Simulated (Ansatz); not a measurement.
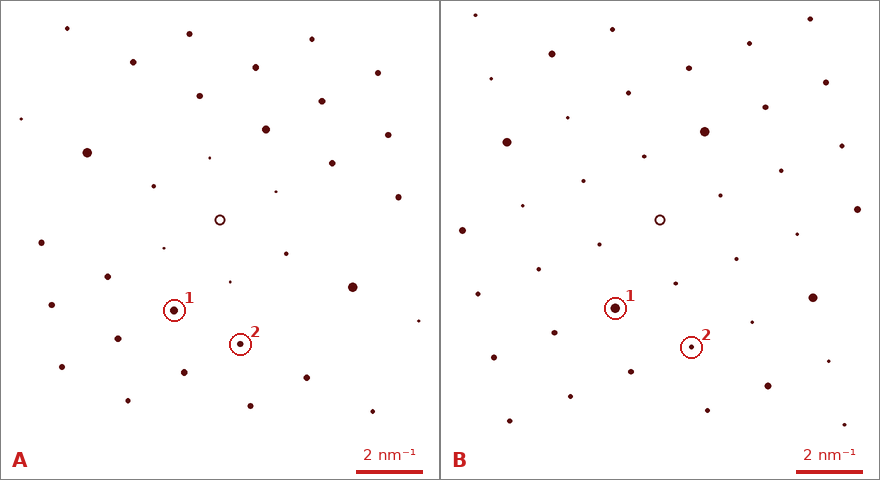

Kinematic electron diffraction patterns (120 kV, B = 0.5 Å², same scale) along [010] of the run's own cell, for the start and the end of one relaxation of Rb2NbSb2 with DFT PBE, scalar-relativistic, plane waves, PAW in Ansatz. k mesh 10×10×10. The start is a generated model structure, and the relaxation ends in the nearest stationary point of its symmetry, not necessarily the ground state. Spot 1 is -2 0 1 and spot 2 is -2 0 2 in both.

Start structure:

```yaml
crystal:
  lattice:
    - [-2.68135, 2.68135, 6.60511]
    - [2.68135, -2.68135, 6.60511]
    - [2.68135, 2.68135, -6.60511]
  atoms:
    - { symbol: Rb, position: [0.60958, 0.60958, 0.00000] }
    - { symbol: Rb, position: [0.39042, 0.39042, 0.00000] }
    - { symbol: Nb, position: [0.00000, 0.00000, 0.00000] }
    - { symbol: Sb, position: [0.25000, 0.75000, 0.50000] }
    - { symbol: Sb, position: [0.75000, 0.25000, 0.50000] }
```

Which pattern belongs to the start structure, and which to the relaxed one?

Answer. B is the start: its cell gives d(1) = 3.289 Å, d(2) = 2.484 Å and an angle of 40.9°. A is the relaxed structure, with d(1) = 3.208 Å (-2.4 %), d(2) = 2.587 Å (+4.1 %) and 36.3°.

Name reflections whose intensity changes strongly on relaxation.

Answer. 2 0 -2 goes from 4.6 to 18 % of the strongest spot; 3 0 -1 goes from 12 to 25 % of the strongest spot; 2 0 -1 goes from 100 to 55 % of the strongest spot.

Summarise the relaxation behind the change.

Answer. The volume changed by -4.9 % to 36.13 Å³ an atom; with the mean shift removed, the atoms moved by up to 0.39 Å relative to the cell (Rb most); the space group stayed I4/mmm (No. 139); the free energy fell by 210 meV an atom. Relaxed cell: a = 6.435 Å, b = 6.435 Å, c = 6.435 Å, α = 122.53°, β = 122.53°, γ = 85.67°.
